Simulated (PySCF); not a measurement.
Run report: BNH$_{3}$ (charge +1), geometry relaxation (part 2 of 4)

BNH$_{3}$, charge +1; B3LYP/def2-TZVP, RKS (PySCF 2.14.0). The atoms were displaced at random from an optimised geometry. The geometry is that of the parent species in another charge or spin state.

Geometry of the input (Å):
```
B  -0.3208  -0.3575  -0.1050
N  0.5642  0.6596  0.0005
H  -0.3894  -1.1145  0.8596
H  -0.9458  -0.5416  -1.0756
H  1.2152  1.3529  0.2856
```

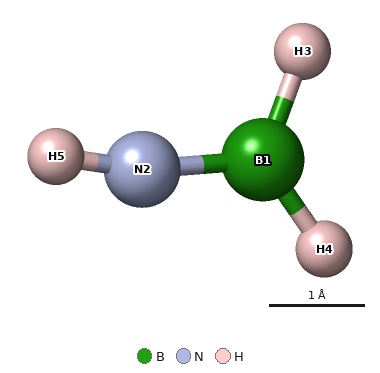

The input geometry (ball-and-stick view, seen at a tilt; atoms are numbered from 1 in the order of the input).

**Log, continued**
```
--------------- SecondOrderRKS_Scanner gradients ---------------
         x                y                z
0 B     0.0002346520    -0.0088540670     0.0349730293
1 N     0.0053429876     0.0188710571    -0.0277442124
2 H    -0.0118547825     0.0003440154    -0.0144860717
3 H     0.0053478704    -0.0010283145    -0.0038891113
4 H     0.0009268522    -0.0093309547     0.0111439937
----------------------------------------------
cycle 13: E = -81.119314776  dE = -0.00253207  norm(grad) = 0.0553477
Step   12 : Displace = 1.755e-02/2.301e-02 (rms/max) Trust = 1.752e-02 (+) Grad = 2.475e-02/3.608e-02 (rms/max) E (change) = -81.1193147760 (-2.532e-03) Quality = 1.015
Hessian Eigenvalues: 7.00268e-04 3.10201e-02 5.00000e-02 ... 7.64370e-01 2.91924e+00 1.33705e+03

Geometry optimization cycle 14
Cartesian coordinates (Angstrom)
 Atom        New coordinates             dX        dY        dZ
   B  -0.484243  -0.156965  -0.528953    0.008358 -0.003669 -0.008748
   N   0.431057   0.353152   0.208062   -0.000232 -0.022523  0.019174
   H   0.239977  -0.403620   0.911138    0.003343 -0.007913  0.027250
   H  -1.180582  -0.777634  -1.232188   -0.002912  0.022687 -0.020724
   H   1.117523   0.983884   0.606861   -0.008540  0.011393 -0.016932
converged SCF energy = -81.1228493732075
--------------- SecondOrderRKS_Scanner gradients ---------------
         x                y                z
0 B     0.0004503174    -0.0090254522     0.0338548550
1 N     0.0057133710     0.0172857038    -0.0253269148
2 H    -0.0122704995    -0.0001903275    -0.0151523136
3 H     0.0048961013    -0.0006626254    -0.0034884841
4 H     0.0012087932    -0.0074040661     0.0101118061
----------------------------------------------
cycle 14: E = -81.1228493732  dE = -0.0035346  norm(grad) = 0.0526878
Step   13 : Displace = 2.477e-02/3.004e-02 (rms/max) Trust = 2.478e-02 (+) Grad = 2.356e-02/3.504e-02 (rms/max) E (change) = -81.1228493732 (-3.535e-03) Quality = 1.008
Hessian Eigenvalues: 5.85649e-04 2.94002e-02 5.00000e-02 ... 7.64271e-01 2.98601e+00 1.23350e+03

Geometry optimization cycle 15
Cartesian coordinates (Angstrom)
 Atom        New coordinates             dX        dY        dZ
   B  -0.474634  -0.160026  -0.541517    0.009609 -0.003061 -0.012564
   N   0.428165   0.321599   0.234511   -0.002892 -0.031553  0.026449
   H   0.249975  -0.411432   0.951502    0.009998 -0.007812  0.040364
   H  -1.182679  -0.744440  -1.263276   -0.002097  0.033195 -0.031089
   H   1.102919   0.993073   0.583696   -0.014604  0.009189 -0.023165
converged SCF energy = -81.1275679578584
--------------- SecondOrderRKS_Scanner gradients ---------------
         x                y                z
0 B     0.0008932844    -0.0085178478     0.0318630854
1 N     0.0054632367     0.0141370119    -0.0217309081
2 H    -0.0119030465     0.0003584315    -0.0161559296
3 H     0.0042819535    -0.0004310700    -0.0028970825
4 H     0.0012625782    -0.0055462073     0.0089223247
----------------------------------------------
cycle 15: E = -81.1275679579  dE = -0.00471858  norm(grad) = 0.0482933
Step   14 : Displace = 3.504e-02/4.431e-02 (rms/max) Trust = 3.505e-02 (+) Grad = 2.160e-02/3.299e-02 (rms/max) E (change) = -81.1275679579 (-4.719e-03) Quality = 0.998
Hessian Eigenvalues: 6.45484e-04 2.92619e-02 4.99999e-02 ... 7.65145e-01 2.93518e+00 1.17013e+03

Geometry optimization cycle 16
Cartesian coordinates (Angstrom)
 Atom        New coordinates             dX        dY        dZ
   B  -0.465211  -0.159137  -0.557989    0.009423  0.000888 -0.016472
   N   0.420547   0.279913   0.270257   -0.007618 -0.041686  0.035747
   H   0.269122  -0.422929   1.011034    0.019147 -0.011497  0.059532
   H  -1.181016  -0.696453  -1.308865    0.001663  0.047987 -0.045589
   H   1.080334   0.997425   0.550414   -0.022585  0.004352 -0.033283
converged SCF energy = -81.1334925293515
--------------- SecondOrderRKS_Scanner gradients ---------------
         x                y                z
0 B     0.0009975232    -0.0067093744     0.0276368609
1 N     0.0055352752     0.0112499840    -0.0177133609
2 H    -0.0109876169    -0.0002200242    -0.0147956744
3 H     0.0033547229    -0.0007386716    -0.0022419212
4 H     0.0010967512    -0.0035818908     0.0071122098
----------------------------------------------
cycle 16: E = -81.1334925294  dE = -0.00592457  norm(grad) = 0.0412541
Step   15 : Displace = 4.958e-02/6.757e-02 (rms/max) Trust = 4.956e-02 (+) Grad = 1.845e-02/2.846e-02 (rms/max) E (change) = -81.1334925294 (-5.925e-03) Quality = 0.987
Hessian Eigenvalues: 9.53821e-04 2.59036e-02 4.99999e-02 ... 7.65273e-01 2.91803e+00 1.15060e+03

Geometry optimization cycle 17
Cartesian coordinates (Angstrom)
 Atom        New coordinates             dX        dY        dZ
   B  -0.456181  -0.151327  -0.578112    0.009030  0.007810 -0.020123
   N   0.404799   0.224029   0.318328   -0.015749 -0.055884  0.048071
   H   0.301704  -0.438979   1.094494    0.032583 -0.016049  0.083461
   H  -1.170276  -0.625937  -1.371238    0.010740  0.070516 -0.062373
   H   1.043845   0.991090   0.501476   -0.036489 -0.006335 -0.048938
converged SCF energy = -81.1399830206028
--------------- SecondOrderRKS_Scanner gradients ---------------
         x                y                z
0 B    -0.0000092056    -0.0028319191     0.0187465747
1 N     0.0061833332     0.0075493150    -0.0111672183
2 H    -0.0090334703    -0.0017183625    -0.0104083055
3 H     0.0025949758    -0.0014852924    -0.0008661901
4 H     0.0002650863    -0.0015088347     0.0036992901
----------------------------------------------
cycle 17: E = -81.1399830206  dE = -0.00649049  norm(grad) = 0.0282488
Step   16 : Displace = 7.016e-02/9.803e-02 (rms/max) Trust = 7.009e-02 (+) Grad = 1.263e-02/1.896e-02 (rms/max) E (change) = -81.1399830206 (-6.490e-03) Quality = 0.962
Hessian Eigenvalues: 1.12753e-03 3.13821e-02 4.99999e-02 ... 7.65250e-01 2.89313e+00 1.14578e+03

Geometry optimization cycle 18
Cartesian coordinates (Angstrom)
 Atom        New coordinates             dX        dY        dZ
   B  -0.461700  -0.112593  -0.604229   -0.005519  0.038735 -0.026117
   N   0.366867   0.140294   0.388445   -0.037931 -0.083735  0.070117
   H   0.376507  -0.452470   1.213768    0.074803 -0.013491  0.119273
   H  -1.142241  -0.527162  -1.465423    0.028034  0.098775 -0.094185
   H   0.984301   0.950494   0.432004   -0.059544 -0.040596 -0.069472
converged SCF energy = -81.1441858127647
--------------- SecondOrderRKS_Scanner gradients ---------------
         x                y                z
0 B    -0.0055707241     0.0094640330    -0.0029876413
1 N     0.0085368761    -0.0053885747     0.0105000194
2 H    -0.0023914083     0.0013764338    -0.0050740216
3 H     0.0006508341    -0.0059234379    -0.0006470454
4 H    -0.0012203898     0.0004731460    -0.0017917671
----------------------------------------------
cycle 18: E = -81.1441858128  dE = -0.00420279  norm(grad) = 0.0203937
Step   17 : Displace = 1.083e-01/1.572e-01 (rms/max) Trust = 9.913e-02 (+) Grad = 9.120e-03/1.457e-02 (rms/max) E (change) = -81.1441858128 (-4.203e-03) Quality = 0.746
Hessian Eigenvalues: 1.20028e-03 4.87854e-02 5.00000e-02 ... 7.76634e-01 2.88930e+00 1.14552e+03

Geometry optimization cycle 19
Cartesian coordinates (Angstrom)
 Atom        New coordinates             dX        dY        dZ
   B  -0.419236  -0.153626  -0.608868    0.042463 -0.041034 -0.004639
   N   0.372903   0.135711   0.383717    0.006035 -0.004584 -0.004727
   H   0.347257  -0.485895   1.253243   -0.029250 -0.033425  0.039475
   H  -1.135320  -0.465121  -1.467940    0.006921  0.062041 -0.002516
   H   0.958028   0.967440   0.404390   -0.026273  0.016946 -0.027614
converged SCF energy = -81.1428886932953
--------------- SecondOrderRKS_Scanner gradients ---------------
         x                y                z
0 B     0.0049234741     0.0039600736     0.0059861572
1 N     0.0035474805     0.0186303436    -0.0270788391
2 H    -0.0064571468    -0.0229664032     0.0235572480
3 H     0.0022298728    -0.0000216981     0.0037882698
4 H    -0.0042428694     0.0004032781    -0.0062530528
----------------------------------------------
cycle 19: E = -81.1428886933  dE = 0.00129712  norm(grad) = 0.0486763
Step   18 : Displace = 4.822e-02/5.970e-02 (rms/max) Trust = 9.913e-02 (=) Grad = 2.177e-02/3.353e-02 (rms/max) E (change) = -81.1428886933 (+1.297e-03) Quality = -0.774
Hessian Eigenvalues: 1.35700e-02 4.99900e-02 4.99999e-02 ... 7.01106e-01 4.78838e+00 1.14628e+03

Geometry optimization cycle 20
Cartesian coordinates (Angstrom)
 Atom        New coordinates             dX        dY        dZ
   B  -0.438985  -0.141241  -0.608828   -0.019749  0.012385  0.000039
   N   0.365973   0.131091   0.389774   -0.006929 -0.004620  0.006057
   H   0.371187  -0.455015   1.231347    0.023930  0.030881 -0.021896
   H  -1.140316  -0.490007  -1.467231   -0.004995 -0.024885  0.000709
   H   0.965748   0.953689   0.419477    0.007721 -0.013751  0.015087
converged SCF energy = -81.1448457187095
--------------- SecondOrderRKS_Scanner gradients ---------------
         x                y                z
0 B    -0.0021074330     0.0050467797    -0.0022694005
1 N     0.0052898979     0.0004622208     0.0006626260
2 H    -0.0031671262    -0.0036791604     0.0010259847
3 H     0.0025763931    -0.0018411733     0.0036101471
4 H    -0.0025880285     0.0000159690    -0.0030284269
----------------------------------------------
cycle 20: E = -81.1448457187  dE = -0.00195703  norm(grad) = 0.0112804
Step   19 : Displace = 2.600e-02/3.707e-02 (rms/max) Trust = 2.411e-02 (-) Grad = 5.045e-03/5.921e-03 (rms/max) E (change) = -81.1448457187 (-1.957e-03) Quality = 0.912
Hessian Eigenvalues: 1.35639e-02 4.99580e-02 4.99999e-02 ... 7.36697e-01 3.64421e+00 1.14531e+03

Geometry optimization cycle 21
Cartesian coordinates (Angstrom)
 Atom        New coordinates             dX        dY        dZ
   B  -0.455621  -0.139912  -0.612410   -0.016636  0.001329 -0.003581
   N   0.358516   0.153415   0.363477   -0.007457  0.022325 -0.026298
   H   0.387572  -0.437103   1.215109    0.016385  0.017912 -0.016238
   H  -1.161871  -0.527414  -1.464719   -0.021556 -0.037407  0.002512
   H   0.994651   0.949416   0.463194    0.028902 -0.004273  0.043717
converged SCF energy = -81.1444082962772
--------------- SecondOrderRKS_Scanner gradients ---------------
         x                y                z
0 B     0.0029054895     0.0060850312     0.0072936626
1 N    -0.0068837294     0.0006986955    -0.0198752755
2 H     0.0012095780    -0.0039584189     0.0085471128
3 H    -0.0003553857    -0.0037223011    -0.0010572367
4 H     0.0031244406     0.0008999826     0.0050905193
----------------------------------------------
cycle 21: E = -81.1444082963  dE = 0.000437422  norm(grad) = 0.0261407
Step   20 : Displace = 3.617e-02/6.117e-02 (rms/max) Trust = 3.410e-02 (+) Grad = 1.169e-02/2.105e-02 (rms/max) E (change) = -81.1444082963 (+4.374e-04) Quality = -1.146
Rejecting step - quality is lower than -1.0
Hessian Eigenvalues: 1.35639e-02 4.99580e-02 4.99999e-02 ... 7.36697e-01 3.64421e+00 1.14531e+03

Geometry optimization cycle 22
Cartesian coordinates (Angstrom)
 Atom        New coordinates             dX        dY        dZ
   B  -0.446891  -0.143006  -0.611524    0.008729 -0.003094  0.000886
   N   0.360213   0.138749   0.379678    0.001697 -0.014667  0.016201
   H   0.383916  -0.442502   1.226609   -0.003657 -0.005399  0.011500
   H  -1.152175  -0.504815  -1.470447    0.009696  0.022599 -0.005728
   H   0.978397   0.950019   0.440236   -0.016253  0.000603 -0.022958
converged SCF energy = -81.1449969103575
--------------- SecondOrderRKS_Scanner gradients ---------------
         x                y                z
0 B     0.0003001771     0.0054324291     0.0018019429
1 N    -0.0008309292    -0.0013310642    -0.0067559598
2 H    -0.0006036137    -0.0020425929     0.0030071862
3 H     0.0005122727    -0.0028847644     0.0007224044
4 H     0.0006244976     0.0008304322     0.0012242881
----------------------------------------------
cycle 22: E = -81.1449969104  dE = -0.000588614  norm(grad) = 0.0103062
Step   21 : Displace = 1.721e-02/2.866e-02 (rms/max) Trust = 1.705e-02 (x) Grad = 4.609e-03/6.936e-03 (rms/max) E (change) = -81.1449969104 (-1.512e-04) Quality = 0.556
Hessian Eigenvalues: 2.61114e-02 4.99988e-02 5.00000e-02 ... 7.81594e-01 2.68660e+00 1.14367e+03

Geometry optimization cycle 23
Cartesian coordinates (Angstrom)
 Atom        New coordinates             dX        dY        dZ
   B  -0.443327  -0.155975  -0.611406    0.003565 -0.012969  0.000118
   N   0.355229   0.129410   0.393635   -0.004984 -0.009339  0.013957
   H   0.396758  -0.432567   1.232340    0.012843  0.009935  0.005731
   H  -1.154803  -0.487854  -1.481458   -0.002628  0.016961 -0.011011
   H   0.969555   0.945285   0.431357   -0.008842 -0.004733 -0.008880
converged SCF energy = -81.1451289476023
--------------- SecondOrderRKS_Scanner gradients ---------------
         x                y                z
0 B    -0.0015480717     0.0035329216    -0.0027467537
1 N     0.0025927657    -0.0071941493     0.0102110241
2 H    -0.0005059296     0.0056666592    -0.0078300408
3 H    -0.0009956772    -0.0026029813    -0.0004341758
4 H     0.0004588584     0.0006031239     0.0008004973
----------------------------------------------
cycle 23: E = -81.1451289476  dE = -0.000132037  norm(grad) = 0.0169709
Step   22 : Displace = 1.656e-02/1.867e-02 (rms/max) Trust = 1.705e-02 (=) Grad = 7.590e-03/1.276e-02 (rms/max) E (change) = -81.1451289476 (-1.320e-04) Quality = 0.402
Hessian Eigenvalues: 3.58889e-02 4.98720e-02 4.99999e-02 ... 8.52160e-01 4.81681e+00 1.14548e+03

Geometry optimization cycle 24
Cartesian coordinates (Angstrom)
 Atom        New coordinates             dX        dY        dZ
   B  -0.439870  -0.160051  -0.611317    0.003457 -0.004075  0.000089
   N   0.351809   0.128097   0.396611   -0.003421 -0.001312  0.002976
   H   0.399242  -0.441046   1.240119    0.002484 -0.008479  0.007779
   H  -1.152586  -0.473632  -1.484593    0.002217  0.014222 -0.003135
   H   0.964733   0.944641   0.423611   -0.004822 -0.000644 -0.007746
converged SCF energy = -81.1453196681321
--------------- SecondOrderRKS_Scanner gradients ---------------
         x                y                z
0 B    -0.0005295750     0.0028181992    -0.0024223569
1 N     0.0017569335    -0.0025798709     0.0045339981
2 H    -0.0004871736     0.0012311904    -0.0021289546
3 H    -0.0006350074    -0.0017933097     0.0002424322
4 H    -0.0001037993     0.0003298223    -0.0002245454
----------------------------------------------
cycle 24: E = -81.1453196681  dE = -0.000190721  norm(grad) = 0.00738402
Step   23 : Displace = 9.094e-03/1.228e-02 (rms/max) Trust = 1.705e-02 (=) Grad = 3.302e-03/5.505e-03 (rms/max) E (change) = -81.1453196681 (-1.907e-04) Quality = 1.469
Hessian Eigenvalues: 3.35530e-02 4.69228e-02 4.99999e-02 ... 8.02936e-01 4.73353e+00 1.14585e+03

Geometry optimization cycle 25
Cartesian coordinates (Angstrom)
 Atom        New coordinates             dX        dY        dZ
   B  -0.432505  -0.179059  -0.607384    0.007365 -0.019008  0.003933
   N   0.349250   0.132347   0.398183   -0.002559  0.004250  0.001572
   H   0.396448  -0.459500   1.250640   -0.002794 -0.018453  0.010521
   H  -1.149609  -0.446881  -1.487456    0.002978  0.026751 -0.002863
   H   0.959570   0.950332   0.410356   -0.005162  0.005691 -0.013254
converged SCF energy = -81.1451096247126
--------------- SecondOrderRKS_Scanner gradients ---------------
         x                y                z
0 B     0.0007424701    -0.0014080150    -0.0004657353
1 N     0.0009812630     0.0093974106    -0.0083969525
2 H    -0.0013064516    -0.0092688774     0.0095736822
3 H     0.0001939559     0.0007199112     0.0012395590
4 H    -0.0006126237     0.0005645908    -0.0019523742
----------------------------------------------
cycle 25: E = -81.1451096247  dE = 0.000210043  norm(grad) = 0.0186656
Step   24 : Displace = 1.856e-02/2.372e-02 (rms/max) Trust = 2.411e-02 (+) Grad = 8.348e-03/1.339e-02 (rms/max) E (change) = -81.1451096247 (+2.100e-04) Quality = 0.013
Hessian Eigenvalues: 3.58731e-02 4.95349e-02 4.99999e-02 ... 1.93153e+00 3.75367e+00 1.97146e+01

Geometry optimization cycle 26
Cartesian coordinates (Angstrom)
 Atom        New coordinates             dX        dY        dZ
   B  -0.435392  -0.175581  -0.609272   -0.002888  0.003478 -0.001888
   N   0.345670   0.128008   0.399228   -0.003579 -0.004339  0.001045
   H   0.405284  -0.445513   1.245003    0.008836  0.013986 -0.005636
   H  -1.151739  -0.453075  -1.486986   -0.002130 -0.006193  0.000470
   H   0.959332   0.943401   0.416365   -0.000239 -0.006931  0.006009
converged SCF energy = -81.1454042882307
--------------- SecondOrderRKS_Scanner gradients ---------------
         x                y                z
0 B     0.0007625857    -0.0000271017    -0.0013400240
1 N    -0.0002477709     0.0015785273    -0.0005622801
2 H    -0.0003436152    -0.0014042886     0.0009543006
3 H     0.0001480827     0.0001099345     0.0014348673
4 H    -0.0003200115    -0.0002513593    -0.0004878854
----------------------------------------------
cycle 26: E = -81.1454042882  dE = -0.000294664  norm(grad) = 0.00327788
Step   25 : Displace = 9.561e-03/1.506e-02 (rms/max) Trust = 9.279e-03 (-) Grad = 1.466e-03/1.732e-03 (rms/max) E (change) = -81.1454042882 (-2.947e-04) Quality = 0.248
Hessian Eigenvalues: 3.58731e-02 4.95350e-02 4.99999e-02 ... 2.00777e+00 4.06135e+00 9.12517e+01

Geometry optimization cycle 27
Cartesian coordinates (Angstrom)
 Atom        New coordinates             dX        dY        dZ
   B  -0.435937  -0.176052  -0.610148   -0.000545 -0.000471 -0.000876
   N   0.343825   0.125053   0.400572   -0.001846 -0.002954  0.001343
   H   0.410423  -0.441535   1.248147    0.005139  0.003978  0.003143
   H  -1.153336  -0.451426  -1.491575   -0.001598  0.001649 -0.004589
   H   0.958198   0.940821   0.417375   -0.001134 -0.002580  0.001010
converged SCF energy = -81.1454144346294
```
